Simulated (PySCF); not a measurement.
C3H9ClOSi (chloro-methoxy-dimethylsilane)

```yaml
atoms:
  - { symbol: C, position_ang: [2.2637, 0.1820, 0.4627] }
  - { symbol: O, position_ang: [1.1119, -0.5989, 0.3058] }
  - { symbol: Si, position_ang: [-0.4439, -0.0328, 0.2528] }
  - { symbol: C, position_ang: [-0.7128, 1.1189, -1.1864] }
  - { symbol: C, position_ang: [-1.5599, -1.5126, 0.2636] }
  - { symbol: Cl, position_ang: [-0.7727, 1.0797, 1.9911] }
  - { symbol: H, position_ang: [2.1822, 0.8596, 1.3310] }
  - { symbol: H, position_ang: [3.1238, -0.4847, 0.6258] }
  - { symbol: H, position_ang: [2.4721, 0.7936, -0.4342] }
  - { symbol: H, position_ang: [-1.7508, 1.4844, -1.2050] }
  - { symbol: H, position_ang: [-0.5086, 0.6011, -2.1368] }
  - { symbol: H, position_ang: [-0.0499, 1.9949, -1.1187] }
  - { symbol: H, position_ang: [-1.3575, -2.1326, 1.1494] }
  - { symbol: H, position_ang: [-2.6165, -1.2066, 0.2867] }
  - { symbol: H, position_ang: [-1.3915, -2.1261, -0.6350] }
```

Geometry: PBE0-D3(BJ)/def2-SVP.

Theory: PySCF 2.14.0, density-fitted response routines, DFT single point, gas phase, functional M06-2X.

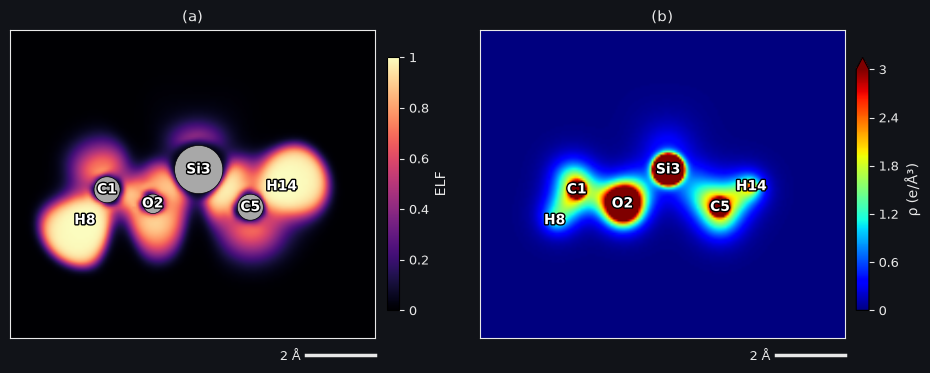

Figure 1. (a) ELF; (b) electron density on the plane of atoms O2, Si3 and C5. Grey discs cover the atomic cores in the ELF map.

**Describe what can be read from this map.**

- Atoms in the plane: C, O, Si and H.
- C–O (1.40 Å): ρ at the midpoint is about 2 e/Å³, with its minimum of 1.7 e/Å³ about 0.5 Å from C; the ELF peaks at about 0.85 between the atoms: a shared but strongly polarised pair.
- Si–O (1.66 Å): ρ at the midpoint is about 1.1 e/Å³; the ELF peaks at about 0.85 between the atoms, as expected for a polar covalent bond.
- C–Si (1.85 Å): ρ at the midpoint is about 1 e/Å³; the ELF peaks at about 0.95 between the atoms; a shared electron pair.
- C–H (1.10 Å): ρ at the midpoint is about 2 e/Å³; the ELF climbs to about 1 towards the hydrogen, as it does in any bond to H; a covalent bond by its length.
- The ELF also peaks beside O2, away from the bonds: lone-pair regions.

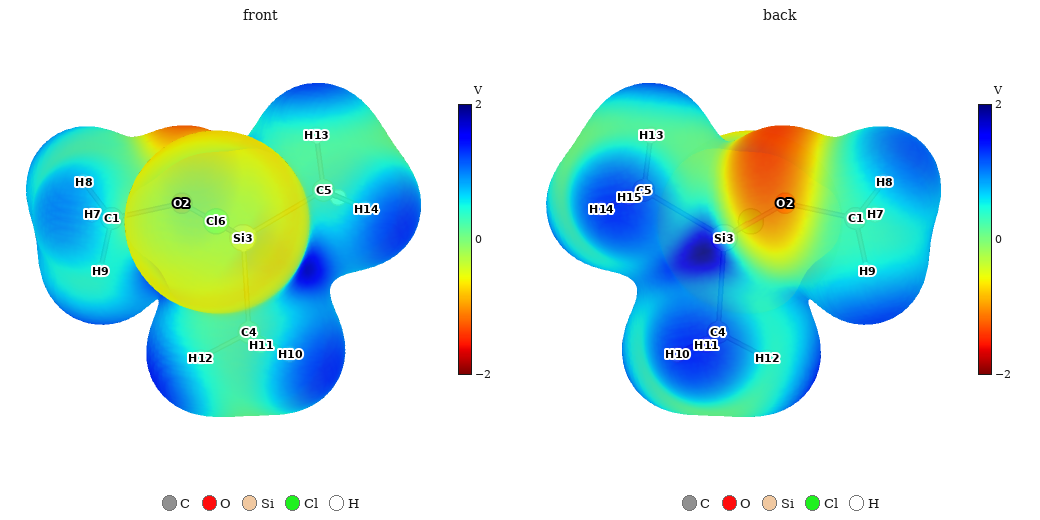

Figure 2. The electrostatic potential painted on the density surface at 0.004 e/bohr³, seen from the front and from behind; the colour scale runs from red (negative) to blue (positive).

**Describe the electrostatic potential map.**

The most negative region (about −1.4 V, or −32 kcal/mol for a unit charge) lies over O2, the most positive (about +1.6 V, or +37 kcal/mol for a unit charge) over Si3. O2 is the likeliest acceptor of a hydrogen bond.

**How polar is the molecule by this calculation?**

Its dipole moment is 1.76 D.
